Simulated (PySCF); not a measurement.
H₂ClFSi, SMILES Cl[SiH2]F, CAM-B3LYP/def2-SVP optimised geometry. Atoms within 1.6 Å of the plane z = 0.8 Å (x, y, z in Å): F1 (1.13, -0.64, 0.00), Si2 (-0.48, -0.64, 0.00), Cl3 (-1.13, 1.30, 0.00), H4 (-0.94, -1.30, 1.23).

Calculation: PySCF with CAM-B3LYP/def2-TZVP.

Map of the electrostatic potential (hartree/e), clipped to [-0.08, 0.12] on the plane z = 0.8 Å:

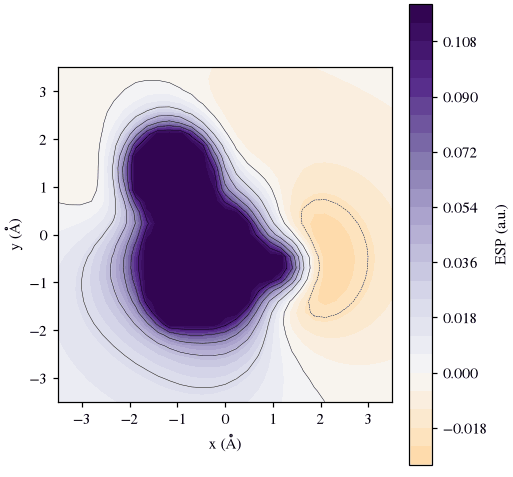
Figure: Electrostatic potential (hartree/e), clipped to [-0.08, 0.12] on the plane z = 0.8 Å.
